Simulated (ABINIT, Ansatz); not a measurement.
## A GW chain in ABINIT: MgZrF6 (Fm-3m)

Aim: the G0W0 gap of MgZrF6 (Fm-3m) on LDA, step by step.

Program: ABINIT 10.8.3. Level of theory: LDA and many-body steps on it, plane waves. Results are calculated unless marked as measured.

### 1. Set-up

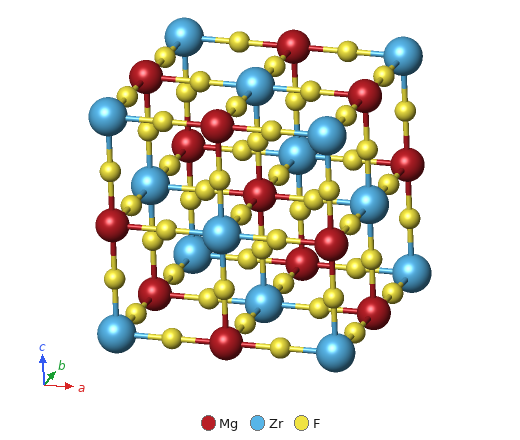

Start, viewed slightly off an axis; magnesium red, zirconium blue, fluorine yellow. This picture shows the conventional cell, with its axes. Some periodic images of atoms are drawn too.

The cell and positions are those that the Materials Project relaxed with its own functionals (PBE, PBE+U or r2SCAN), kept fixed.

### 2. Ground state

This step: ABINIT 10.8.3; DFT, LDA, plane waves, norm-conserving pseudopotentials.

The ground-state density comes first.

The input, run.abi:

```
acell 3*1.0 Angstrom
rprim 
  0.000000000000 3.988016550000 3.988016550000
  3.988016550000 0.000000000000 3.988016550000
  3.988016550000 3.988016550000 -0.000000000000
ntypat 3
znucl 12 40 9
natom 8
typat 1 2 3 3 3 3 3 3
xred 
  0.500000000000 0.500000000000 0.500000000000
  0.000000000000 0.000000000000 0.000000000000
  0.747623080000 0.252376920000 0.252376920000
  0.252376920000 0.747623080000 0.747623080000
  0.252376920000 0.747623080000 0.252376920000
  0.747623080000 0.252376920000 0.747623080000
  0.252376920000 0.252376920000 0.747623080000
  0.747623080000 0.747623080000 0.252376920000
pp_dirpath "pseudos"
pseudos "Mg.upf, Zr.upf, F.upf"
ecut 38
ngkpt 4 4 4
nshiftk 1
shiftk 0 0 0
kptopt 1
chksymbreak 0
nband 40
occopt 1
tolvrs 1e-10
nstep 60
prtwf 0
optforces 0
optstress 0
indata_prefix "in"
outdata_prefix "out"
tmpdata_prefix "tmp"
```

On the command line:

```bash
OMP_NUM_THREADS=1 mpirun -n 4 abinit run.abi > log
```

Numbers of over 12 decimals in the logs are rounded to 6 here.

What it wrote:

```text
.Version 10.8.3 of ABINIT. v10.8.2 released Aug 2026.

 Symmetries : space group Fm -3 m (#225); Bravais cF (face-center cubic)
================================================================================
 Values of the parameters that define the memory need of the present run
     intxc =       0    ionmov =       0      iscf =       7    lmnmax =       6
     lnmax =       6     mgfft =      60  mpssoang =       3    mqgrid =    3001
     natom =       8  nloc_mem =       1    nspden =       1   nspinor =       1
    nsppol =       1      nsym =      48    n1xccc =    2501    ntypat =       3
    occopt =       1   xclevel =       1
-    mband =          40        mffmem =           1         mkmem =           2
       mpw =        9620          nfft =      216000          nkpt =           8
================================================================================
  Rough estimation (10% accuracy) of disk space for files :
================================================================================

--------------------------------------------------------------------------------
------------- Echo of variables that govern the present computation ------------
--------------------------------------------------------------------------------
 -outvars: echo values of preprocessed input variables --------
            acell      1.8897261259E+00  1.8897261259E+00  1.8897261259E+00 Bohr

      chksymbreak           0
             ecut      3.80000000E+01 Hartree
-          fftalg         312

              ixc       -1012
              kpt      0.00000000E+00  0.00000000E+00  0.00000000E+00
                       2.50000000E-01  0.00000000E+00  0.00000000E+00
                       5.00000000E-01  0.00000000E+00  0.00000000E+00
                       2.50000000E-01  2.50000000E-01  0.00000000E+00
                       5.00000000E-01  2.50000000E-01  0.00000000E+00
                      -2.50000000E-01  2.50000000E-01  0.00000000E+00
                       5.00000000E-01  5.00000000E-01  0.00000000E+00
                      -2.50000000E-01  5.00000000E-01  2.50000000E-01
         kptrlatt        4    0    0      0    4    0      0    0    4
          kptrlen      4.26315191E+01
P           mkmem           2
            natom           8
            nband          40
            ngfft          60      60      60
             nkpt           8
            nstep          60
             nsym          48
           ntypat           3
              occ      2.000000  2.000000  2.000000  2.000000  2.000000  2.000000
                       2.000000  2.000000  2.000000  2.000000  2.000000  2.000000
                       2.000000  2.000000  2.000000  2.000000  2.000000  2.000000
                       2.000000  2.000000  2.000000  2.000000  2.000000  2.000000
                       2.000000  2.000000  2.000000  2.000000  2.000000  2.000000
                       2.000000  2.000000  0.000000  0.000000  0.000000  0.000000
                       0.000000  0.000000  0.000000  0.000000
        optforces           0
        optstress           0
            prtwf           0
            rprim      0.0000000000E+00  3.9880165500E+00  3.9880165500E+00
                       3.9880165500E+00  0.0000000000E+00  3.9880165500E+00
                       3.9880165500E+00  3.9880165500E+00 -0.0000000000E+00
          spgroup         225

           tolvrs      1.00000000E-10

             xred      5.0000000000E-01  5.0000000000E-01  5.0000000000E-01
                       0.0000000000E+00  0.0000000000E+00  0.0000000000E+00
[...]
znucl       12.00000   40.00000    9.00000

================================================================================

 chkinp: Checking input parameters for consistency.

================================================================================
== DATASET  1 ==================================================================
-   mpi_nproc: 4, omp_nthreads: 1 (-1 if OMP is not activated)

--- !DatasetInfo
iteration_state: {dtset: 1, }
dimensions: {natom: 8, nkpt: 8, mband: 40, nsppol: 1, nspinor: 1, nspden: 1, mpw: 9620, }
cutoff_energies: {ecut:  38.0, pawecutdg:  -1.0, }
electrons: {nelect:   6.40000000E+01, charge:   0.00000000E+00, occopt:   1.00000000E+00, tsmear:   1.00000000E-02, }

 Real(R)+Recip(G) space primitive vectors, cartesian coordinates (Bohr,Bohr^-1):
 R(1)=  0.0000000  7.5362591  7.5362591  G(1)= -0.0663459  0.0663459  0.0663459
 R(2)=  7.5362591  0.0000000  7.5362591  G(2)=  0.0663459 -0.0663459  0.0663459
 R(3)=  7.5362591  7.5362591  0.0000000  G(3)=  0.0663459  0.0663459 -0.0663459
 Unit cell volume ucvol=  8.5604669E+02 bohr^3
 Angles (23,13,12)=  6.00000000E+01  6.00000000E+01  6.00000000E+01 degrees

 getcut: wavevector=  0.0000  0.0000  0.0000  ngfft=  60  60  60
         ecut(hartree)=     38.000   => boxcut(ratio)=   2.02873

--- Pseudopotential description ------------------------------------------------
- Mg Generated using ONCVPSP code by D. R. Hamann
- 12.00000  10.00000  180309                  znucl, zion, pspdat
12 -1012 1 -1 1510                            pspcod,pspxc,lmax,lloc,mmax
     nproj     2     2     0
  pspatm : epsatm=    9.23542517
         --- l  ekb(1:nproj) -->
[...]
pspatm: atomic psp has been read  and splines computed

[...]
pspatm: atomic psp has been read  and splines computed

- F Generated using ONCVPSP code by D. R. Hamann
-  9.00000   7.00000  201202                  znucl, zion, pspdat
12 -1012 2 -1 824                             pspcod,pspxc,lmax,lloc,mmax
     nproj     2     2     1
  pspatm : epsatm=    4.94580260
         --- l  ekb(1:nproj) -->
[...]
2   -2.364936
 pspatm: atomic psp has been read  and splines computed

   3.69826528E+03                                ecore*ucvol(ha*bohr**3)
--------------------------------------------------------------------------------

_setup2: Arith. and geom. avg. npw (full set) are    9584.922    9584.913

================================================================================

--- !BeginCycle
iteration_state: {dtset: 1, }
solver: {iscf: 7, nstep: 60, nline: 4, wfoptalg: 0, }
tolerances: {tolvrs: 1.00E-10, }

     iter   Etot(hartree)      deltaE(h)  residm     vres2
 ETOT  1  -257.46210945248    -2.575E+02 1.473E-01 1.163E+03
 ETOT  2  -257.54019442949    -7.808E-02 2.259E-02 1.639E+03
 ETOT  3  -257.98719580032    -4.470E-01 5.293E-03 5.344E+01
 ETOT  4  -257.99295840783    -5.763E-03 3.732E-03 1.033E+01
 ETOT  5  -257.99452950831    -1.571E-03 2.095E-03 1.333E-01
 ETOT  6  -257.99454393481    -1.443E-05 1.933E-03 4.656E-03
 ETOT  7  -257.99454417660    -2.418E-07 4.202E-04 5.923E-04
 ETOT  8  -257.99454419610    -1.950E-08 1.545E-04 6.020E-05
 ETOT  9  -257.99454419977    -3.670E-09 2.863E-05 1.318E-06
 ETOT 10  -257.99454419983    -6.594E-11 9.853E-06 1.400E-08
 ETOT 11  -257.99454419989    -6.094E-11 5.732E-06 1.502E-09
 ETOT 12  -257.99454419987     1.967E-11 2.825E-06 7.264E-12

 At SCF step   12       vres2   =  7.26E-12 < tolvrs=  1.00E-10 =>converged.

--- !ResultsGS
iteration_state: {dtset: 1, }
comment   : Summary of ground state results
lattice_vectors:
- [  0.0000000,   7.5362591,   7.5362591, ]
- [  7.5362591,   0.0000000,   7.5362591, ]
- [  7.5362591,   7.5362591,  -0.0000000, ]
lattice_lengths: [  10.65788,   10.65788,   10.65788, ]
lattice_angles: [ 60.000,  60.000,  60.000, ] # degrees, (23, 13, 12)
lattice_volume:   8.5604669E+02
convergence: {deltae:  1.967E-11, res2:  7.264E-12, residm:  2.825E-06, diffor:  0.000E+00, }
etotal    :  -2.57994544E+02
entropy   :   0.00000000E+00
fermie    :  -8.82849994E-02
cartesian_stress_tensor: null
pressure_GPa: null
xred      :
- [  5.0000E-01,   5.0000E-01,   5.0000E-01, Mg]
- [  0.0000E+00,   0.0000E+00,   0.0000E+00, Zr]
- [  7.4762E-01,   2.5238E-01,   2.5238E-01,  F]
- [  2.5238E-01,   7.4762E-01,   7.4762E-01,  F]
- [  2.5238E-01,   7.4762E-01,   2.5238E-01,  F]
- [  7.4762E-01,   2.5238E-01,   7.4762E-01,  F]
- [  2.5238E-01,   2.5238E-01,   7.4762E-01,  F]
- [  7.4762E-01,   7.4762E-01,   2.5238E-01,  F]
cartesian_forces: null
force_length_stats: {min: null, max: null, mean: null, }

 Integrated electronic density in atomic spheres:
 ------------------------------------------------
 Atom  Sphere_radius  Integrated_density
[...]
================================================================================

 ----iterations are completed or convergence reached----

 Mean square residual over all n,k,spin=   11.714E-09; max=  28.252E-07
 reduced coordinates (array xred) for    8 atoms
[...]
0.252376920000      0.747623080000      0.747623080000
       0.252376920000      0.747623080000      0.252376920000
       0.747623080000      0.252376920000      0.747623080000
       0.252376920000      0.252376920000      0.747623080000
       0.747623080000      0.747623080000      0.252376920000
 rms dE/dt=  0.0000E+00; max dE/dt=  0.0000E+00; dE/dt below (all hartree)
    1       0.000000000000      0.000000000000      0.000000000000
    2       0.000000000000      0.000000000000      0.000000000000
    3       0.000000000000      0.000000000000      0.000000000000
    4       0.000000000000      0.000000000000      0.000000000000
    5       0.000000000000      0.000000000000      0.000000000000
    6       0.000000000000      0.000000000000      0.000000000000
    7       0.000000000000      0.000000000000      0.000000000000
    8       0.000000000000      0.000000000000      0.000000000000

 cartesian coordinates (angstrom) at end:
    1      3.988017     3.988017     3.988017
    2      0.000000     0.000000     0.000000
    3      2.012967     3.988017     3.988017
    4      5.963066     3.988017     3.988017
    5      3.988017     2.012967     3.988017
    6      3.988017     5.963066     3.988017
    7      3.988017     3.988017     2.012967
    8      3.988017     3.988017     5.963066
 length scales=  1.889726125908  1.889726125908  1.889726125908 bohr
              =  1.000000000000  1.000000000000  1.000000000000 angstroms
 prteigrs : about to open file out_EIG
 Fermi (or HOMO) energy (hartree) =  -0.08828   Average Vxc (hartree)=  -0.32869
 Eigenvalues (hartree) for nkpt=   8  k points:
 kpt#   1, nband= 40, wtk=  0.01563, kpt=  0.0000  0.0000  0.0000 (reduced coord)
  -2.64711   -1.77593   -1.45048   -1.45048   -1.45048   -0.99025   -0.99025   -0.99025
  -0.81330   -0.80030   -0.80030   -0.77156   -0.77156   -0.77156   -0.22271   -0.19334
  -0.19334   -0.17524   -0.17524   -0.17524   -0.16185   -0.16185   -0.16185   -0.11081
  -0.11081   -0.11081   -0.11059   -0.11059   -0.11059   -0.08828   -0.08828   -0.08828
   0.16248    0.16248    0.16248    0.18658    0.31038    0.31038    0.33825    0.44620
 prteigrs : prtvol=0 or 1, do not print more k-points.

--- !EnergyTerms
iteration_state     : {dtset: 1, }
comment             : Components of total free energy in Hartree
kinetic             :  1.45058476239729E+02
hartree             :  9.95360422286261E+01
xc                  : -5.01297661847898E+01
Ewald energy        : -1.29854569120632E+02
psp_core            :  4.32016770796877E+00
local_psp           : -2.97675427738458E+02
non_local_psp       : -2.92494673323175E+01
total_energy        : -2.57994544199874E+02
total_energy_eV     : -7.02038919157859E+03
band_energy         : -3.80903607766998E+01

== END DATASET(S) ==============================================================
================================================================================

 -outvars: echo values of variables after computation  --------
           etotal     -2.5799454420E+02
            nband          40
             nkpt           8
          spgroup         225
 [... the other variables as echoed above ...]

 Calculation completed.
```

Wall time 44 s (4 MPI ranks of Arm Neoverse V1, shared host); peak memory 0.49 GiB; 2.9 min of CPU time.

This step gave:

- total energy: -7020.3892 eV
- gap: 6.824 eV
- k of the valence top: 0, 0, 0
- k of the conduction bottom: 0, 0, 0
- least direct gap: 6.824 eV

The gap is direct, at Γ.

(Continued in part 2 of 3.)

[Paths, hosts, dates, memory and timing lines, banners, echoed tables and standing remarks are left out of the program output.]

[Logs are printed without paths, hosts, clocks, repeated set-up lines and the standing remarks that a program may print on its own settings, such as how far it seeks lower states.]

[Runs of the session that timed out or met a known fault of the program may be left out.]

[Hosts, paths, dates, database ids (printed as entryN), source tags and the programs' standing remarks are cut or masked in the printed files.]

[G0W0 gaps are taken among the corrected bands and points alone; a level outside them can change the order at an edge.]

[Where Ansatz stands beside ABINIT at settings called matched, ABINIT's density can come from a denser mesh and the files from another edition; pairs whose starting gaps differed by over 0.03 eV were left out, so agreement reads better than it is.]
